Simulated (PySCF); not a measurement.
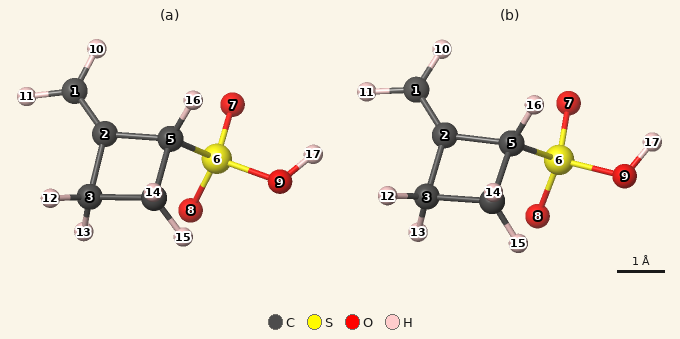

The structure of C5H8O3S before (left) and after (right) a relaxation, at one scale.

Style: ball-and-stick. Shown from a free direction.

The start comes from GFN2-xTB.

The calculation used PBE0-D3(BJ)/def2-SVP geometry optimisation, gas phase (PySCF 2.14.0, density-fitted response routines). 

Summarise the run.

The largest move after the best rigid fit is that of an H atom, 0.27 Å. Largest moves by element: H 0.27 Å, O 0.20 Å, C 0.11 Å, S 0.06 Å. Some distances before and after: O–S 1.424 → 1.447 Å, C–C 1.495 → 1.515 Å, C–S 1.807 → 1.788 Å, C–C 1.526 → 1.544 Å. Among the angles between lasting bonds that change: C–C–S 108.7° → 113.9°, S–O–H 109.8° → 106.6°, C–C–S 107.1° → 110.3°. Over 8 geometry steps the energy falls by 3.43 kcal/mol. Largest force component: 1.7 eV/Å at the start, 0.016 eV/Å at the end. The run took roughly 2.2 core-minutes on a shared host.
